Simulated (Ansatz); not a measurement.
```xyz
3

Li   -0.9311    0.4799   -1.2593
Al    0.6359    0.9701    0.9649
Al    0.2952   -1.4501    0.2944
```

Geometry: PBE0-D4/def2-TZVPD.

The calculation used UKS PBE0-D4/def2-TZVPD in Ansatz 0.2.0.

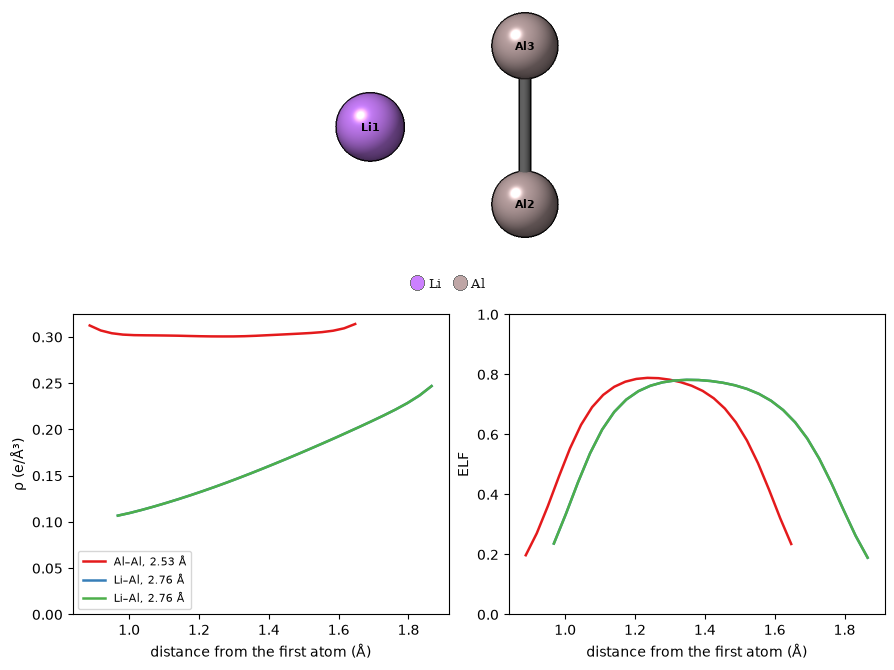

Li···Al$_{2}$ (charge −1, triplet). Electron density and ELF along straight lines between neighbouring atoms. The curves leave out the atomic cores. The structure is drawn too.

What can be read from the curves?

Al–Al (2.53 Å): ρ at the midpoint is about 0.3 e/Å³; the ELF peaks at about 0.80 between the atoms (a shared electron pair).
Li1···Al2 (2.76 Å): the density falls to about 0.11 e/Å³ on the way; the ELF peaks at about 0.80 in the valence shell of Al, 1.4 Å from its nucleus, and is about 0.80 at the midpoint.
Li–Al (2.76 Å): ρ is about 0.16 e/Å³ halfway; the ELF peaks at about 0.80 in the valence shell of Al, 1.4 Å from its nucleus, and is about 0.80 at the midpoint.
